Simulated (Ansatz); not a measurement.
**H5InN2O (SMILES [NH2][In]([NH2])[OH]): density, localisation and related maps**

Input

```
crystal:
  periodic: [false, false, false]
  atoms:
    - {symbol: In, position_ang: [-0.126193, 0.144960, 0.108136]}
    - {symbol: "N", position_ang: [0.933259, 0.254454, -1.627147]}
    - {symbol: "N", position_ang: [0.268494, -1.082032, 1.673581]}
    - {symbol: O, position_ang: [-1.479026, 1.566482, 0.512752]}
    - {symbol: H, position_ang: [1.405809, -0.601655, -1.907052]}
    - {symbol: H, position_ang: [0.418262, 0.604998, -2.431152]}
    - {symbol: H, position_ang: [0.543819, -2.034447, 1.449557]}
    - {symbol: H, position_ang: [-0.469699, -1.116854, 2.372326]}
    - {symbol: H, position_ang: [-1.494725, 2.264094, -0.151000]}
basis:
  gaussian: {orbitals: def2-TZVPD}
hamiltonian: {xc: {name: PBE0}}
output: {forces: true, orbitals: {seedname: orbitals}}
```

Launched as:

```sh
ansatz run input.yaml --threads 2 --pin off --max-ram 5220MiB --events-out events.jsonl --progress --plain --runs-dir runs
```

Geometry: PBE0-D4/def2-SVP; core potentials replace the inner electrons of In.

All numbers below come from Ansatz 0.2.0, isolated molecule in a Gaussian basis; Kohn-Sham density functional theory, functional PBE0.

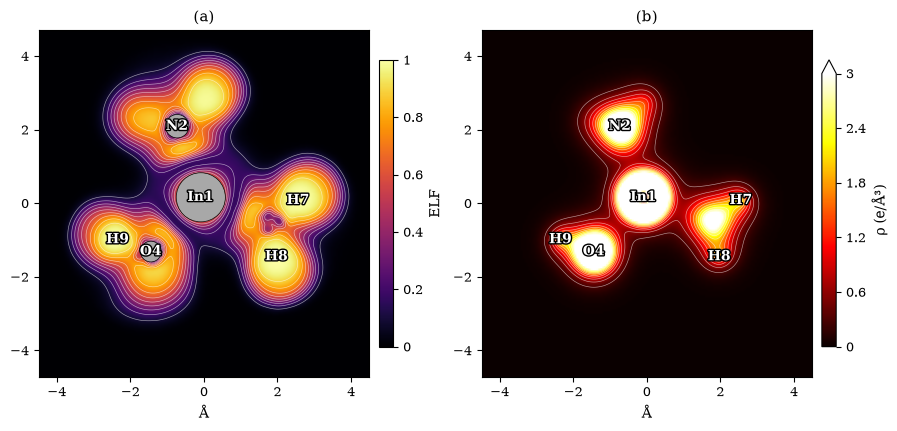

Figure 1. (a) electron localisation function; (b) electron density on the plane of atoms N2, In1 and O4. Grey discs cover the atomic cores in the ELF map.

Q: Read the bonding off the picture.

A: Atoms in the plane: In, N, O and H. In–O (2.00 Å): ρ at the midpoint is about 0.76 e/Å³; the ELF peaks at about 0.85 in the valence shell of O, 0.6 Å from its nucleus, and drops to about 0.15 between the two atoms. In–N (2.04 Å): ρ is about 0.77 e/Å³ halfway; the ELF peaks at about 0.85 in the valence shell of N, 0.6 Å from its nucleus, and drops to about 0.15 between the two atoms. O–H (0.96 Å): ρ at the midpoint is about 3.7 e/Å³; the ELF climbs to about 1 towards the hydrogen, as it does in any bond to H (an ordinary covalent bond to hydrogen). The ELF also peaks beside O4, away from the bonds: lone-pair regions.

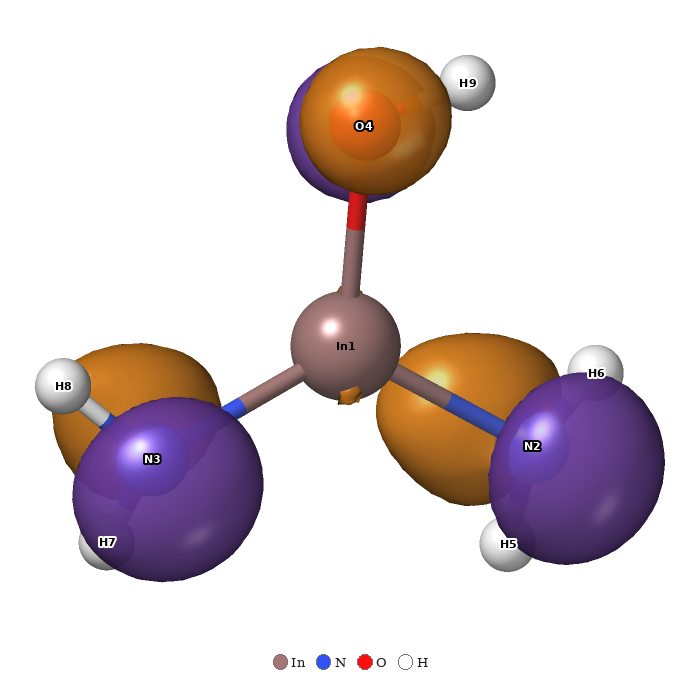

Figure 2. The HOMO−1 at ±0.15 Å⁻³ᐟ² (orange and purple are the two phases), seen at a tilt.

Q: What is the character of this orbital?

A: Its weight (Hirshfeld) is mainly on N2 (about 30 %), N3 (about 30 %), O4 (about 20 %) and In1 (about 15 %); largely a combination of lone pairs on N2, N3 and O4. Its energy is −7.64 eV.

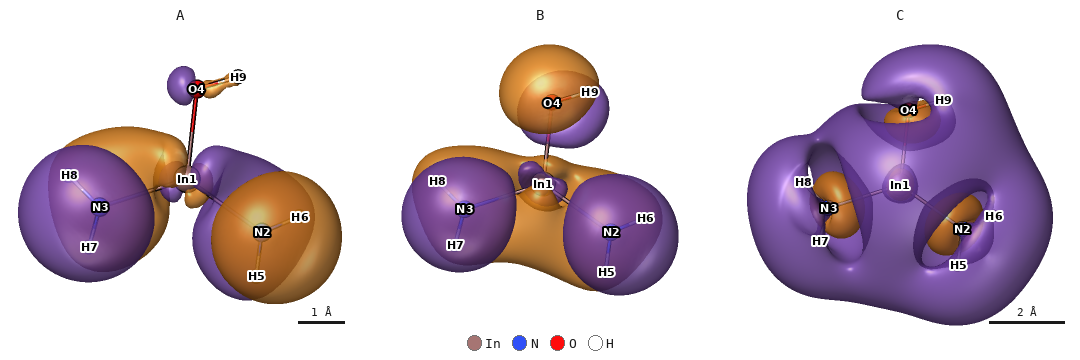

Figure 3. Three frontier orbitals at ±0.04 Å⁻³ᐟ² (orange and purple are the two phases), in no order.

Q: Which picture is the HOMO−1, the HOMO and the LUMO?

A: B is the HOMO−1 (−7.64 eV). It lies mainly on N2 (about 30 %), N3 (about 30 %), O4 (about 20 %) and In1 (about 15 %); largely a combination of lone pairs on N2, N3 and O4. A is the HOMO (−7.16 eV). Its weight (Hirshfeld) is mainly on N3 (about 40 %), N2 (about 35 %) and In1 (about 10 %); largely a combination of lone pairs on N3 and N2. C is the LUMO (−1.42 eV). Its weight (Hirshfeld) is mainly on In1 (about 50 %), N2 (about 10 %), N3 (about 10 %) and O4 (about 5 %).

Q: What is the HOMO–LUMO gap?

A: 5.74 eV between the orbital energies.
